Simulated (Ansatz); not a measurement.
The coordinates of a crystal:

```xyz
4
Lattice="2.5221 0.0000 0.0000 -1.2610 2.1842 0.0000 0.0000 0.0000 4.1186" Properties=species:S:1:pos:R:3 pbc="T T T"
C     0.0000    1.4561    2.3167
C     1.2610    0.7281    0.2574
C     0.0000    1.4561    3.8612
C     1.2610    0.7281    1.8019
```

### What does this file describe?

The element is carbon. The structure has P6_3/mmc (No. 194) symmetry and a primitive hexagonal lattice. The arrangement is known as hexagonal diamond (lonsdaleite type). The cell holds four atoms. About every C there are four C in a tetrahedral arrangement at 1.54 Å. The bonds build a three-dimensional framework.

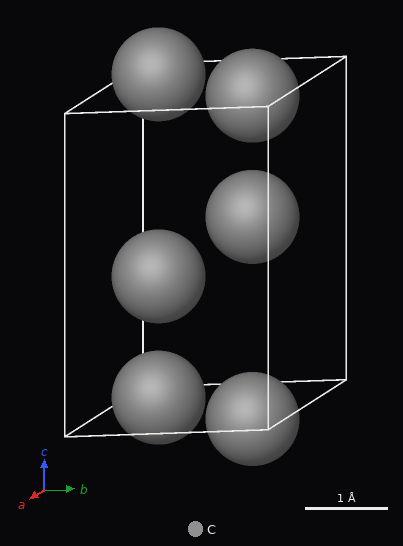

A spheres-only rendering, viewed slightly off an axis. Lines trace the edges of the conventional unit cell. Colours: carbon grey.

The structure comes from an entry, possibly a prediction, of the Crystallography Open Database. Earlier steps of the study, as a rule a relaxation of our own, may have changed the cell and positions, so they can lie some per cent off the listed ones. It was run through Ansatz as a DFT input.
